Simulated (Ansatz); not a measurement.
```xyz
3

Tl   -0.8951    0.4859   -2.4783
Tl    1.1454    0.9460    0.2275
Tl   -0.2503   -1.4319    2.2508
```

Geometry: PBE-D4/def2-SVP; core potentials replace the inner electrons of Tl.

Level of theory: UKS PBE0-D4/def2-TZVP (Ansatz 0.2.0).

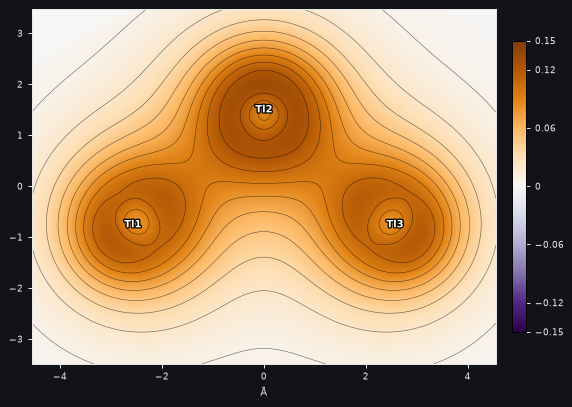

Tl···Tl···Tl (charge +1, triplet). The LUMO (α) on a plane 0.8 Å above the molecular plane (values in Å⁻³ᐟ²; the overall sign is arbitrary).

**Describe this orbital and give its energy.**

Its weight (Hirshfeld) is mainly on Tl2 (about 40 %), Tl1 (about 30 %) and Tl3 (about 30 %); it changes sign across the molecular plane (π type). Its energy is −6.31 eV.
